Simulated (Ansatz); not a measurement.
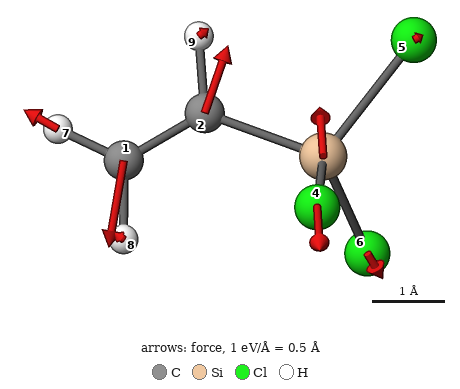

Starting geometry of C2H3Cl3Si (coarse preliminary run) with the computed forces as red arrows. Style: ball-and-stick. Shown at a tilt.

The start comes from a force field.

Method: RKS PBE-D4/def2-SVP (Ansatz 0.2.0).

Input
```yaml
crystal:
  periodic: [false, false, false]
  atoms:
    - {symbol: C, position_ang: [-0.534100, -0.104600, 1.511800]}
    - {symbol: C, position_ang: [0.381000, -0.103400, 0.570400]}
    - {symbol: Si, position_ang: [0.184200, 0.068000, -1.237500]}
    - {symbol: Cl, position_ang: [-0.914200, -1.403500, -1.902700]}
    - {symbol: Cl, position_ang: [2.059000, -0.094900, -2.073500]}
    - {symbol: Cl, position_ang: [-0.590900, 1.894400, -1.631200]}
    - {symbol: H, position_ang: [-0.315500, -0.172700, 2.558200]}
    - {symbol: H, position_ang: [-1.593000, 0.104400, 1.245200]}
    - {symbol: H, position_ang: [1.412000, -0.234000, 0.942100]}
basis:
  gaussian: {orbitals: def2-SVP}
hamiltonian: {xc: pbe, dispersion: d4}
relax: {f_tol: 0.03, max_steps: 200}
```

Command:
```bash
ansatz run in.yaml --threads 4 --pin off --events-out ev --progress --plain --max-ram 10444MiB
```

Q: What follows when this structure is relaxed?

A: It isn't relaxed: the largest force vector, on Cl4, is 2.71 eV/Å. The final displacements have little in common with the starting forces (cosine between the two patterns −0.03). After 17 accepted moves (20 points after the start) the energy has fallen by 38.5 kJ/mol. The largest force component goes from 2.4 to 0.004 eV/Å. The line search rejected the trial steps at points 13, 16, 19 of the run. H8 moves most after the best rigid fit: 1.12 Å. Largest moves by element: H 1.12 Å, Cl 0.69 Å, C 0.35 Å, Si 0.10 Å. Near-neighbour distances that change, for instance: Si3–Cl4 1.953 → 2.069 Å, Si3–Cl6 2.023 → 2.068 Å, C1–C2 1.313 → 1.347 Å, C1–H7 1.071 → 1.103 Å. Bond angles that change, for instance: C1–C2–Si3 129.4° → 123.6°, C1–C2–H9 114.2° → 119.8°, Cl4–Si3–Cl6 113.5° → 108.9°. Groups turn about C2–Si3 by about 60°. Cost: 24 s on 4 threads of Arm Neoverse V2, with other jobs on the host.
